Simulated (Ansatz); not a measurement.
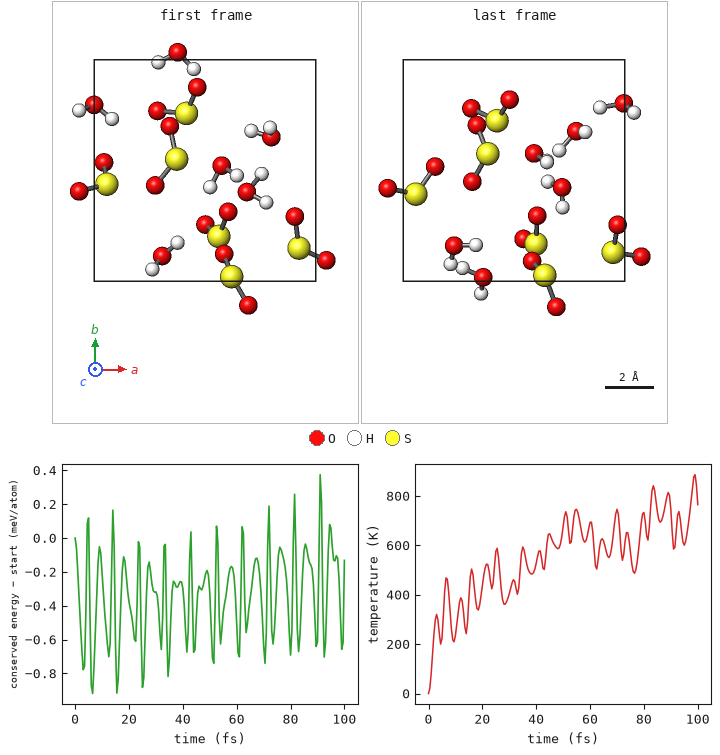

Molecular dynamics of a periodic cell with 6 H2O + 6 SO2 at 1.008 g/cm³, 100 fs long. It starts from the last geometry of an earlier run. Style: ball-and-stick. Shown: the simulation cell, along the c axis.

Theory: DFT PBE, scalar-relativistic, plane waves, PAW (Ansatz). Run with plane-wave cutoff 420 eV; k-point mesh 1 × 1 × 1; Fermi-Dirac smearing 0.02 eV; low-accuracy preset; Nosé-Hoover thermostat (NVT); set temperature 1500 K; time step 0.5 fs; atoms at rest at the start; thermostat time 100.0 fs.

Input
```yaml
accuracy: low
crystal:
  lattice:
    - [9.326299, 0.0, 0.0]
    - [0.0, 9.326299, 0.0]
    - [0.0, 0.0, 9.326299]
  atoms:
    - { symbol: O, position: [0.37280139, 0.0291611, 0.16155083] }
    - { symbol: H, position: [0.44564233, -0.04649435, 0.16465943] }
    - { symbol: H, position: [0.28559715, -0.01618099, 0.1387543] }
    - { symbol: O, position: [0.30282234, 0.11027999, 0.78121783] }
    - { symbol: H, position: [0.25834137, 0.04999338, 0.85173897] }
    - { symbol: H, position: [0.37209494, 0.17048383, 0.81633168] }
    - { symbol: O, position: [0.79536969, 0.6467321, 0.75229382] }
    - { symbol: H, position: [0.78925631, 0.68888155, 0.8524719] }
    - { symbol: H, position: [0.7050365, 0.67482948, 0.7305715] }
    - { symbol: O, position: [0.6849629, 0.39895616, 0.54799255] }
    - { symbol: H, position: [0.77236289, 0.35193662, 0.5841008] }
    - { symbol: H, position: [0.75154565, 0.48071365, 0.47721727] }
    - { symbol: O, position: [0.99567005, 0.79196192, 0.38161666] }
    - { symbol: H, position: [1.07639718, 0.72872602, 0.38881092] }
    - { symbol: H, position: [0.92838342, 0.76710725, 0.46873434] }
    - { symbol: O, position: [0.57116533, 0.51807504, -0.05289633] }
    - { symbol: H, position: [0.63969555, 0.47305717, 0.01541234] }
    - { symbol: H, position: [0.51931685, 0.42087009, -0.06676514] }
    - { symbol: S, position: [0.41239663, 0.753656, 0.73082794] }
    - { symbol: O, position: [0.28157794, 0.76467218, 0.64559337] }
    - { symbol: O, position: [0.46090756, 0.87162008, 0.81572441] }
    - { symbol: S, position: [0.0529201, 0.4342871, 0.92649204] }
    - { symbol: O, position: [0.04050321, 0.53250547, 0.79944624] }
    - { symbol: O, position: [-0.07169687, 0.40196849, 1.01485707] }
    - { symbol: S, position: [0.3679834, 0.54751549, 0.1629405] }
    - { symbol: O, position: [0.33721307, 0.69608388, 0.14505666] }
    - { symbol: O, position: [0.27151195, 0.42878659, 0.1349244] }
    - { symbol: S, position: [0.91990008, 0.14623685, 0.2473556] }
    - { symbol: O, position: [0.90130867, 0.28843649, 0.31844323] }
    - { symbol: O, position: [1.04315566, 0.09081402, 0.18315121] }
    - { symbol: S, position: [0.55821747, 0.19897927, 0.0956789] }
    - { symbol: O, position: [0.49786253, 0.25234092, -0.04834342] }
    - { symbol: O, position: [0.60042987, 0.30966488, 0.20659725] }
    - { symbol: S, position: [0.61609532, 0.01738337, 0.53782037] }
    - { symbol: O, position: [0.58252904, 0.11956665, 0.42601315] }
    - { symbol: O, position: [0.69164802, -0.11216798, 0.52652978] }
basis:
  ecutwfc: 420.0
kpoints:
  mp_grid: { grid: [1, 1, 1] }
hamiltonian:
  xc: pbe
scf:
  occupations: { method: fermi_dirac, width: 0.02 }
  lower_state_search: "off"
  max_iter: 94
md:
  timestep: 0.5
  n_steps: 200
  ensemble: nvt_nose_hoover
  temperature: 1500.0
  initial_velocities: zero
  seed: 26424
  nose_hoover: { tau: 100.0, chain_length: 1 }
```

Run as
```bash
ansatz run input.yaml --threads 1 --pin off --max-ram 3072MiB --backend cpu --events-out ev --progress --plain --runs-dir out
```

**How well is the energy conserved, and can the run be trusted?**

The conserved quantity stays between −0.92 and 0.37 meV per atom of its start. A straight-line fit has a slope that amounts to +0.19 meV per atom over 100 fs (0.3 % of the mean kinetic energy), and the ripple about it is 1.2 % of the kinetic energy's fluctuation. With a drift under 2 % and a ripple under 7 %, the integration is accurate. The atoms start at rest, so the thermostat has only the motion that the forces set off to work on. Over the second half the temperature averages 669 K (spread ±89 K). That is still far from the set 1500 K: the thermostat hasn't settled it within this run. The potential energy in the second half lies on average 54.2 meV per atom below the first frame.

Limits of the set-up: the program's low-accuracy preset was used.

Cost: 9.1 min on 1 thread of Intel(R) Xeon(R) 6975P-C (Granite Rapids), with other jobs on the host, peak memory 0.72 GiB.
